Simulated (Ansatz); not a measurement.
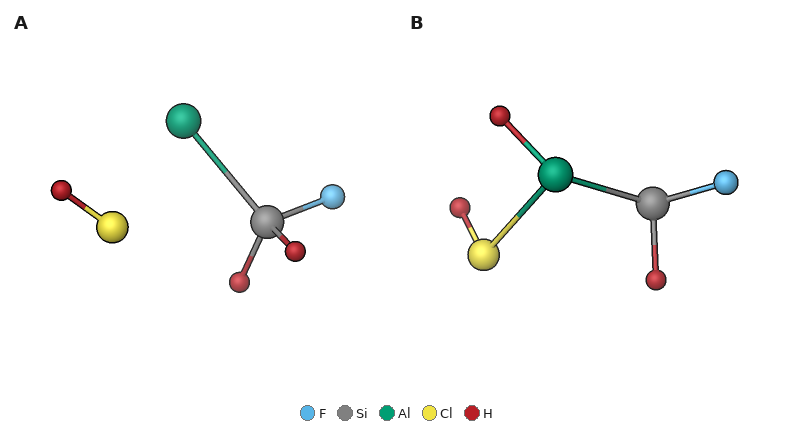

2 stationary structures of one formula. Geometries: PBE0-D4/def2-TZVP. Electronic energies: RHF-CCSD(T) (frozen core)/def2-TZVPP (Ansatz 0.2.0), without zero-point energy. No frequency run is at hand to confirm each as a minimum. Each is one conformer, not always the lowest.

### Which is lowest in energy, and by how much?

A is lowest; B lies 69.6 kJ/mol above it (C1).
